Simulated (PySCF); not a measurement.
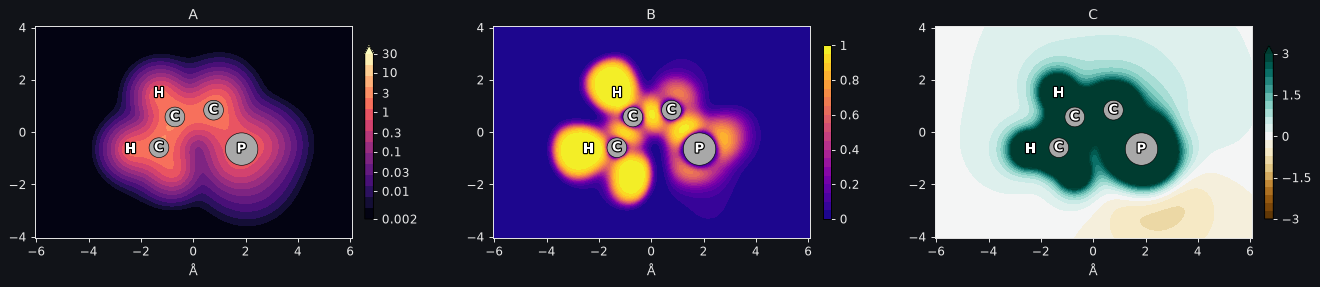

C5H7PSe: 3 fields on the plane of atoms C2, C3 and P4, with unlabelled colour scales. Grey discs cover the atomic cores.

Geometry: PBE0-D3(BJ)/def2-SVP.

Computed with CAM-B3LYP/def2-SVPD, SCF density, gas phase in PySCF.

```xyz
14

C     2.0513    0.4711   -0.2706
C     1.6515   -0.4293    0.6266
C     0.3012   -0.5229    1.2738
P    -0.9925    0.5795    0.5864
Se   -0.8983    2.5922    1.1245
C    -2.4479   -0.3484    0.1604
C    -1.6850   -0.1024   -0.8992
H     3.0670    0.4451   -0.6725
H     1.3998    1.2815   -0.6138
H     2.3608   -1.1976    0.9588
H     0.3726   -0.2770    2.3481
H    -0.0880   -1.5523    1.2043
H    -3.4233   -0.7578    0.4324
H    -1.6756   -0.1950   -1.9872
```

The panels show electron density, electron localisation function and electrostatic potential in some order. Assign them.

Panel A: electron density. Panel B: electron localisation function. Panel C: electrostatic potential (strongly positive close to the atoms, with negative regions outside electron-rich atoms). From the grid: C–C (1.33 Å): the density is about 2.3 e/Å³ at the midpoint; the ELF peaks at about 0.90 between the atoms: a multiple bond. C–H (1.09 Å): ρ at the midpoint is about 2 e/Å³; the ELF climbs to about 1 towards the hydrogen, as it does in any bond to H; a covalent bond by its length.
